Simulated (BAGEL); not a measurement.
**HF/6-31G(d) (density fitting with qzvpp-jkfit, spherical functions) run of CH6ClNSi (SMILES CN[SiH2]Cl)**

What is the vertical singlet–triplet gap of CH6ClNSi at HF/6-31G* (density fitting with qzvpp-jkfit, spherical functions)? 

The results are computed with BAGEL 1.2.2.

### Step 1. The molecule

The species is CH6ClNSi (10 atoms), meant as a singlet with charge 0. As SMILES, `CN[SiH2]Cl`. The shape is that of a PBE0-D4/def2-TZVP optimisation. This is one conformer, not always the lowest.

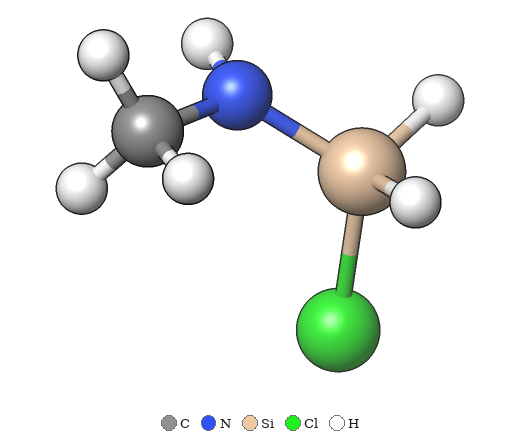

Viewed from a chosen angle; carbon grey, nitrogen blue, silicon light orange, chlorine green, hydrogen white.

### Step 2. A single-point energy at HF/6-31G(d) (density fitting with qzvpp-jkfit, spherical functions)

Contents of hf.json:

```json
{ "bagel": [

{
  "title": "molecule",
  "basis": "6-31gs.json",
  "df_basis": "qzvpp-jkfit",
  "angstrom": true,
  "geometry": [
    { "atom": "C", "xyz": [      -0.242300,       1.264400,       0.564800 ] },
    { "atom": "N", "xyz": [      -0.436700,       0.246400,      -0.448800 ] },
    { "atom": "Si", "xyz": [       0.477700,      -1.180400,      -0.542000 ] },
    { "atom": "Cl", "xyz": [       0.138000,      -2.533300,       0.993900 ] },
    { "atom": "H", "xyz": [      -0.833400,       1.088300,       1.470800 ] },
    { "atom": "H", "xyz": [      -0.494100,       2.254000,       0.174500 ] },
    { "atom": "H", "xyz": [       0.810100,       1.289000,       0.857400 ] },
    { "atom": "H", "xyz": [      -1.369300,       0.230400,      -0.831400 ] },
    { "atom": "H", "xyz": [       0.120300,      -1.874000,      -1.798300 ] },
    { "atom": "H", "xyz": [       1.912700,      -0.835900,      -0.438000 ] }
  ]
},

{
  "title": "hf"
},

{
  "title": "print",
  "file": "orbitals.molden",
  "orbitals": true
}

]}
```

The basis set 6-31G* is read from a file made from the Basis Set Exchange's data (not shown).

On the command line:

```console
$ BAGEL_NUM_THREADS=1 BAGEL hf.json > hf.out
```

Log:

```text
* using 1 threads per process

  ===============================================================
  ===============================================================

  *** Geometry ***

  { "atom" : "C", "xyz" : [     -0.457881,      2.389370,      1.067317 ] },
  { "atom" : "N", "xyz" : [     -0.825243,      0.465629,     -0.848109 ] },
  { "atom" : "Si", "xyz" : [      0.902722,     -2.230633,     -1.024232 ] },
  { "atom" : "Cl", "xyz" : [      0.260782,     -4.787243,      1.878199 ] },
  { "atom" : "H", "xyz" : [     -1.574898,      2.056589,      2.779409 ] },
  { "atom" : "H", "xyz" : [     -0.933714,      4.259443,      0.329757 ] },
  { "atom" : "H", "xyz" : [      1.530867,      2.435857,      1.620251 ] },
  { "atom" : "H", "xyz" : [     -2.587602,      0.435393,     -1.571118 ] },
  { "atom" : "H", "xyz" : [      0.227334,     -3.541347,     -3.398294 ] },
  { "atom" : "H", "xyz" : [      3.614479,     -1.579622,     -0.827700 ] },

  Number of auxiliary basis functions:      516

  Since a DF basis is specified, we compute 2- and 3-index integrals:
    o Being stored without compression. Storage requirement is 0.024 GB

  Number of basis functions:       76
  Number of electrons      :       50

    * METHOD: MOLECULE                             0.22

  *** RHF ***

  === Nuclear Repulsion ===
   218.5267219920

      * DIIS with orbital gradients will be used.

  === RHF iteration (6-31gs.json) ===
      0       -844.11713707          0.01758361           0.05
      1       -844.23280403          0.00961180           0.05
      2       -844.27074039          0.00158133           0.05
      3       -844.27210728          0.00028742           0.05
      4       -844.27217385          0.00006453           0.05
      5       -844.27217730          0.00001473           0.05
      6       -844.27217756          0.00000530           0.05
      7       -844.27217760          0.00000146           0.05
      8       -844.27217760          0.00000034           0.05
      9       -844.27217760          0.00000010           0.06
     10       -844.27217760          0.00000003           0.07
     11       -844.27217760          0.00000001           0.05
     12       -844.27217760          0.00000000           0.05
    * SCF iteration converged.

    * Permanent dipole moment:
           (    0.278916,    -0.890417,     0.409867) a.u.

    * METHOD: HF                                   0.85

    * METHOD: PRINT                                0.01

  ===============================================================
```

Wall time 1.3 s (1 thread of Intel Xeon 6975P-C (Granite Rapids), shared host).

### Step 3. The triplet

Contents of job.json:

```json
{ "bagel": [

{
  "title": "molecule",
  "basis": "6-31gs.json",
  "df_basis": "qzvpp-jkfit",
  "angstrom": "true",
  "geometry": [
    { "atom": "C", "xyz": [      -0.242300,       1.264400,       0.564800 ] },
    { "atom": "N", "xyz": [      -0.436700,       0.246400,      -0.448800 ] },
    { "atom": "Si", "xyz": [       0.477700,      -1.180400,      -0.542000 ] },
    { "atom": "Cl", "xyz": [       0.138000,      -2.533300,       0.993900 ] },
    { "atom": "H", "xyz": [      -0.833400,       1.088300,       1.470800 ] },
    { "atom": "H", "xyz": [      -0.494100,       2.254000,       0.174500 ] },
    { "atom": "H", "xyz": [       0.810100,       1.289000,       0.857400 ] },
    { "atom": "H", "xyz": [      -1.369300,       0.230400,      -0.831400 ] },
    { "atom": "H", "xyz": [       0.120300,      -1.874000,      -1.798300 ] },
    { "atom": "H", "xyz": [       1.912700,      -0.835900,      -0.438000 ] }
  ]
},

{
  "title": "uhf",
  "nopen": 2
},

{
  "title": "print",
  "file": "orbitals.molden",
  "orbitals": "true"
}

]}
```

The basis set 6-31G* is read from a file made from the Basis Set Exchange's data (not shown).

On the command line:

```console
$ BAGEL_NUM_THREADS=1 BAGEL job.json > job.out
```

Log:

```text
* using 1 threads per process

  ===============================================================
  ===============================================================

  *** Geometry ***

  { "atom" : "C", "xyz" : [     -0.457881,      2.389370,      1.067317 ] },
  { "atom" : "N", "xyz" : [     -0.825243,      0.465629,     -0.848109 ] },
  { "atom" : "Si", "xyz" : [      0.902722,     -2.230633,     -1.024232 ] },
  { "atom" : "Cl", "xyz" : [      0.260782,     -4.787243,      1.878199 ] },
  { "atom" : "H", "xyz" : [     -1.574898,      2.056589,      2.779409 ] },
  { "atom" : "H", "xyz" : [     -0.933714,      4.259443,      0.329757 ] },
  { "atom" : "H", "xyz" : [      1.530867,      2.435857,      1.620251 ] },
  { "atom" : "H", "xyz" : [     -2.587602,      0.435393,     -1.571118 ] },
  { "atom" : "H", "xyz" : [      0.227334,     -3.541347,     -3.398294 ] },
  { "atom" : "H", "xyz" : [      3.614479,     -1.579622,     -0.827700 ] },

  Number of auxiliary basis functions:      516

  Since a DF basis is specified, we compute 2- and 3-index integrals:
    o Being stored without compression. Storage requirement is 0.024 GB

  Number of basis functions:       76
  Number of electrons      :       50

    * METHOD: MOLECULE                             0.21

  *** Open-shell HF ***

  === Nuclear Repulsion ===
   218.5267219920

      * DIIS with orbital gradients will be used.

  === UHF iteration (6-31gs.json) ===
      0       -843.78947778          0.03141052           0.10
      1       -843.93366006          0.02289230           0.10
      2       -843.99763780          0.01258744           0.10
      3       -844.02392407          0.00302477           0.10
      4       -844.03128905          0.00123235           0.14
      5       -844.03247265          0.00050624           0.12
      6       -844.03277447          0.00021642           0.11
      7       -844.03288620          0.00011420           0.10
      8       -844.03292872          0.00006443           0.10
      9       -844.03294352          0.00003636           0.10
     10       -844.03294974          0.00002341           0.11
     11       -844.03295270          0.00001291           0.10
     12       -844.03295346          0.00000931           0.10
     13       -844.03295405          0.00000725           0.10
     14       -844.03295442          0.00000631           0.10
     15       -844.03295478          0.00000502           0.10
     16       -844.03295523          0.00000328           0.10
     17       -844.03295543          0.00000159           0.10
     18       -844.03295545          0.00000094           0.10
     19       -844.03295546          0.00000054           0.10
     20       -844.03295546          0.00000031           0.10
     21       -844.03295546          0.00000017           0.10
     22       -844.03295546          0.00000012           0.10
     23       -844.03295546          0.00000008           0.10
     24       -844.03295546          0.00000004           0.10
     25       -844.03295546          0.00000003           0.10
     26       -844.03295546          0.00000002           0.10
     27       -844.03295546          0.00000001           0.10
     28       -844.03295546          0.00000001           0.10
    * SCF iteration converged.

    * S^2 (UHF) is 2.0139

    * Permanent dipole moment:
           (    0.022911,    -2.106741,     0.106226) a.u.

    * METHOD: UHF                                  3.14

    * METHOD: PRINT                                0.01

  ===============================================================
```

It took 3.6 s on 1 thread of Intel Xeon 6975P-C (Granite Rapids), shared host.

### Step 4. Results

Level: HF/6-31G* (density fitting with qzvpp-jkfit, spherical functions).

```
                                        quantity          value
                           singlet: total energy  -844.27218 Eh
                          singlet: dipole moment         2.59 D
                            singlet: HOMO energy      -10.68 eV
                            singlet: LUMO energy        4.41 eV
                          singlet: HOMO–LUMO gap       15.09 eV
                           triplet: total energy  -844.03296 Eh
                          triplet: dipole moment         5.36 D
                                   triplet: ⟨S²⟩          2.014
vertical energy of the triplet above the singlet       6.510 eV
```

In words: At this shape the triplet lies 6.51 eV (150 kcal/mol) above the singlet.
